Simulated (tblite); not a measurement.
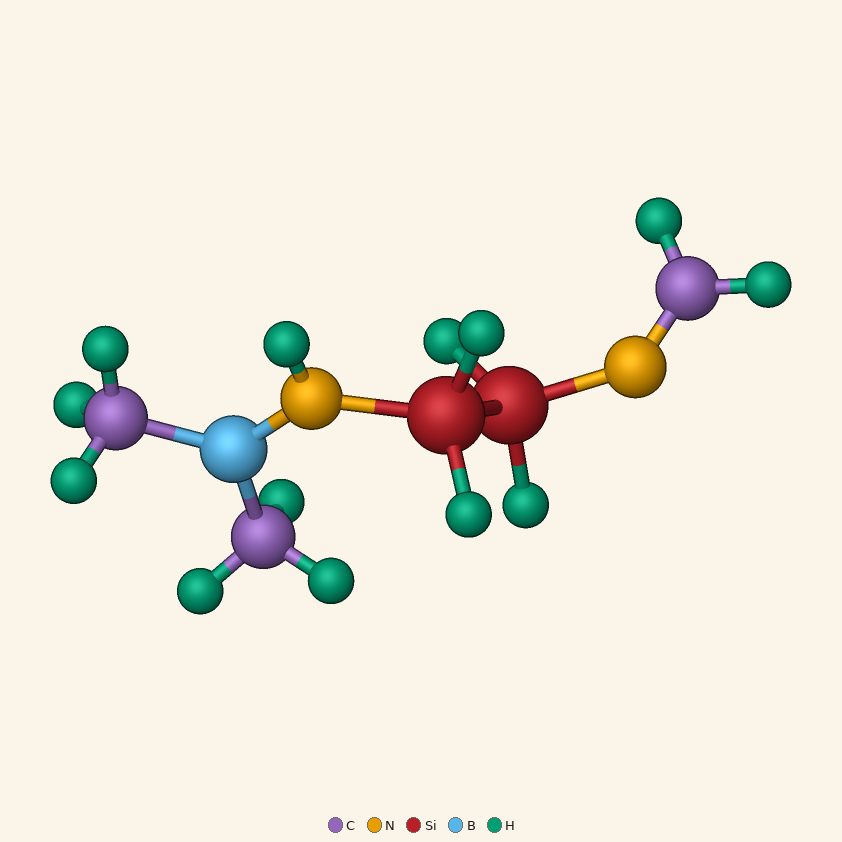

Figure made from data computed with tblite.

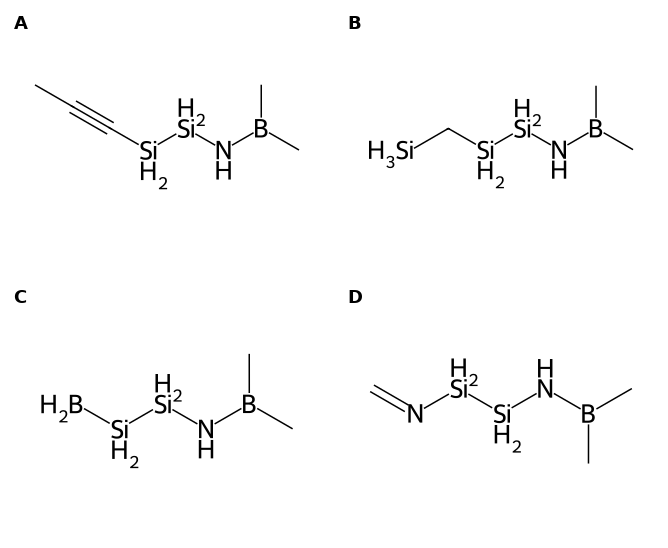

The first picture shows one of the molecules drawn in the second. Which?

Answer. D, `C=N[SiH2][SiH2]NB(C)C`.
